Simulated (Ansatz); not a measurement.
**FH₄NSi₃: density, localisation and related maps**

The calculation's input:

```
crystal:
  periodic: [false, false, false]
  atoms:
    - {symbol: F, position_ang: [0.595799, -0.200556, 0.759575]}
    - {symbol: N, position_ang: [1.988452, 0.528653, -1.485334]}
    - {symbol: Si, position_ang: [0.470950, 0.553441, -0.686389]}
    - {symbol: Si, position_ang: [-1.079863, -0.634651, -1.985839]}
    - {symbol: Si, position_ang: [3.369620, 0.444460, -2.246896]}
    - {symbol: H, position_ang: [-2.426134, -0.701231, -1.343498]}
    - {symbol: H, position_ang: [-1.218180, 0.034167, -3.315252]}
    - {symbol: H, position_ang: [-0.577083, -2.023565, -2.204483]}
    - {symbol: H, position_ang: [0.052178, 1.953167, -0.396452]}
basis:
  gaussian:
    orbitals: def2-TZVPD
total_charge: 0
hamiltonian:
  xc: pbe0
output: {forces: true, orbitals: {seedname: orbitals}}
```

Run with:

```sh
ansatz run input.yaml --threads 2 --pin off --max-ram 4350MiB --events-out events.jsonl --progress --plain --runs-dir runs
```

Geometry: B3LYP-D3(BJ)/def2-SVP.

Theory: Ansatz, isolated molecule in a Gaussian basis; Kohn-Sham density functional theory, functional PBE0.

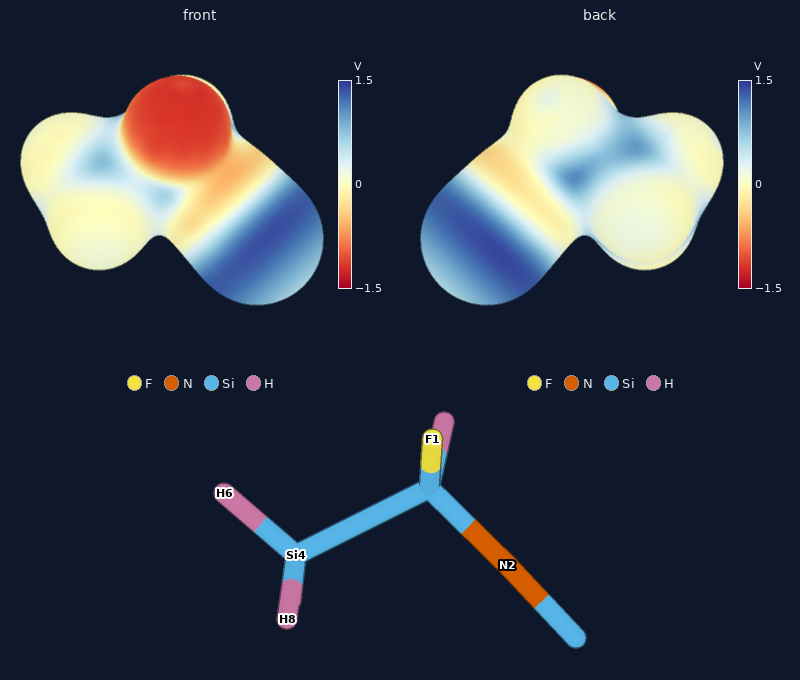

Figure 1. The electrostatic potential painted on the density surface at 0.002 e/bohr³, seen from the front and from behind; the colour scale runs from red (negative) to blue (positive). The bare structure is drawn below in the same view.

Describe the electrostatic potential map.

Answer. The most negative region (about −1.2 V) lies over F1, the most positive (about +1.4 V) over Si5.

How polar is the molecule by this calculation?

Answer. Its dipole moment is 2.75 D.

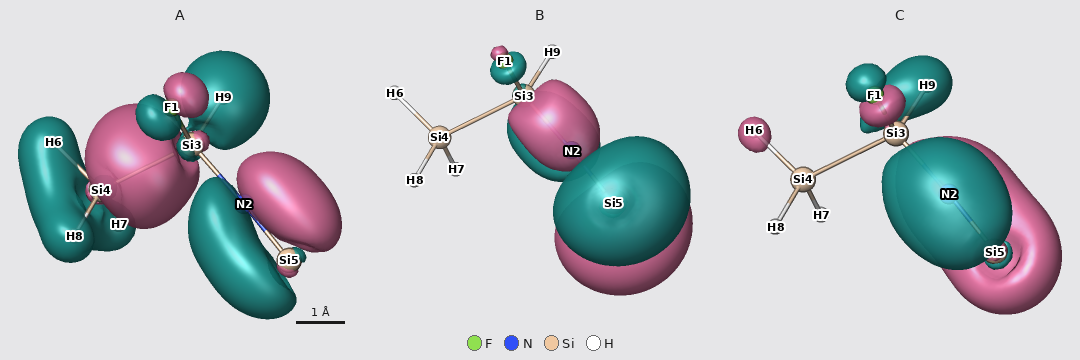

Figure 2. Three frontier orbitals at ±0.08 Å⁻³ᐟ² (teal and pink are the two phases), in no order.

Order the three orbitals by energy and name them.

Answer. C is the HOMO−1 (−8.68 eV). Its weight (Hirshfeld) is mainly on N2 (about 55 %) and Si5 (about 30 %). A is the HOMO (−7.63 eV). It lies mainly on Si4 (about 25 %), Si3 (about 20 %), N2 (about 20 %), Si5 (about 15 %) and H9 (about 10 %). B is the LUMO (−2.11 eV). By Hirshfeld shares it lies mainly on Si5 (about 80 %), N2 (about 10 %) and Si3 (about 5 %).

What is the HOMO–LUMO gap?

Answer. 5.52 eV between the orbital energies.
